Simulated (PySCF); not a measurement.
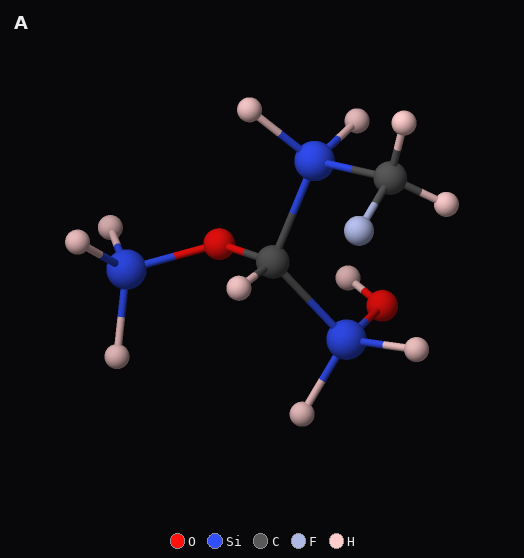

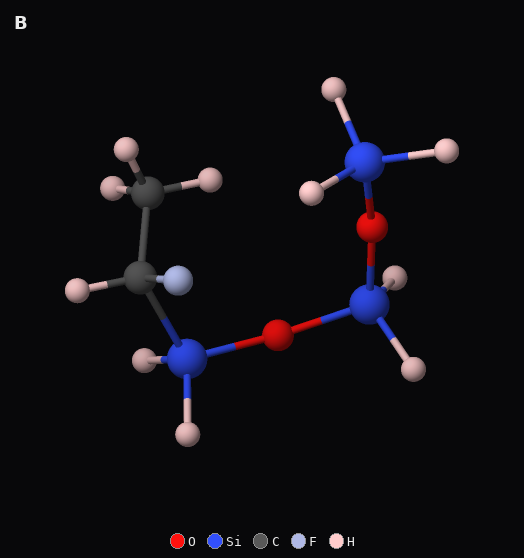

2 stationary structures of one formula. Geometries: GFN2-xTB. Electronic energies: PBE0/pcSseg-1 (PySCF 2.14.0), without zero-point energy. No frequency run is at hand to confirm each as a minimum. Each is one conformer, not always the lowest.

### How are they related?

They are constitutional isomers of C2H11FO2Si3: A `O[SiH2][C@H](O[SiH3])[SiH2]CF`, B `C[C@H](F)[SiH2]O[SiH2]O[SiH3]`.

### Which structure is the most stable?

B is lowest; A lies 297.5 kJ/mol above it.

The geometry is semi-empirical. Around Si such bond lengths and angles can be off by a tenth of an ångström or more and by several degrees, and values that hang on the shape move with them.
